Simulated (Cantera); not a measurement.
Charge: 1 mol C2H4, 0.085 mol NH3, a varied amount of N2, equilibrated at 1925 K and 750 Torr.

Cantera equilibrium calculation (NASA polynomials, part measured and part estimated; ideal gas, pure solids and liquids). Candidate condensed phases: C, C6H6, C7H8, C8H18; 92 gas species. Equilibrium is a limit: real reactors are often held back by kinetics, nucleation or transport.

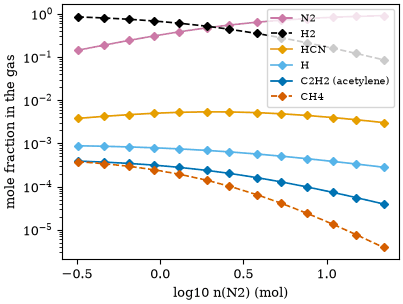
Figure: Equilibrium gas composition (values under 1e-9 drawn at 1e-9)

**Question.** Read off the mole fractions at 0.32 mol N2.

**Answer.** H2 about 0.85, N2 about 0.14, HCN about 0.0038, H about 0.00088, C2H2 (acetylene) about 0.00039, CH4 about 0.00038.
